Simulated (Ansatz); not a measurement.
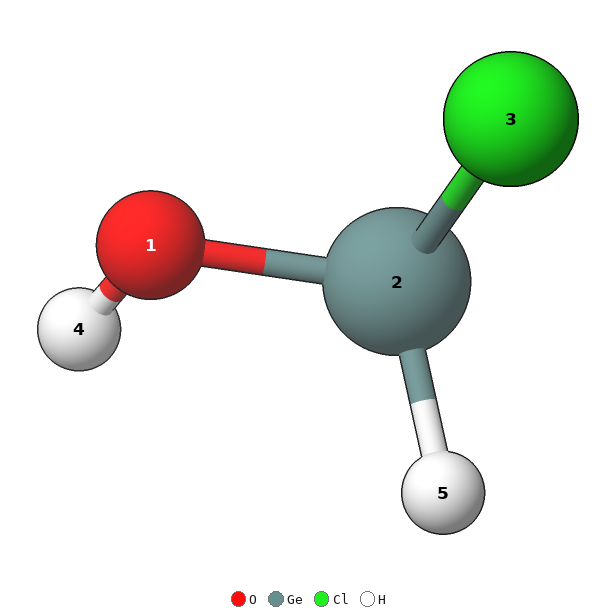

Atoms carry their numbers in the input. State: neutral, doublet. The computed structure is the end point of a PBE0-D4/def2-TZVP optimisation. No frequency run is at hand to confirm it as a minimum.

What is the geometry at Ge2?

Ge2 has 3 neighbours (O1 at 1.78, Cl3 at 2.15, H5 at 1.57 Å); the arrangement is trigonal pyramidal.

What is the geometry at O1?

O1 has 2 neighbours (Ge2 at 1.78, H4 at 0.96 Å); the arrangement is bent.
